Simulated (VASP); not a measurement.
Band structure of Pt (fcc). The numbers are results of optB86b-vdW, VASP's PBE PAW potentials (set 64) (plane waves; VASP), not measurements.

Unless said otherwise, spin-orbit coupling is left out, though it shifts the bands of the heavy elements here.

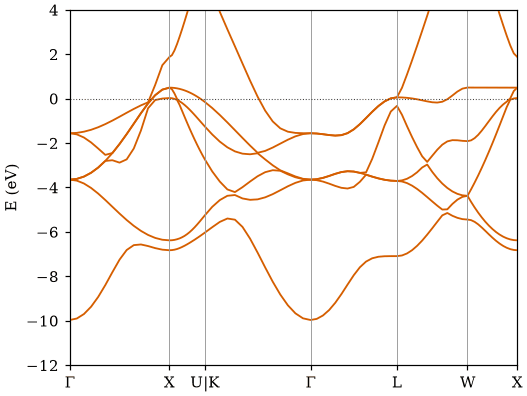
*Bands along high-symmetry lines, zero at the valence-band maximum or, without a gap, the Fermi level*

### Question
Read the plot: is there a gap, and where are the band edges?

### Answer
It has no gap at this level: it comes out as a metal or semimetal. (Edges off the drawn lines would not show.)

The compound is Pt in the fcc structure. It was relaxed first.
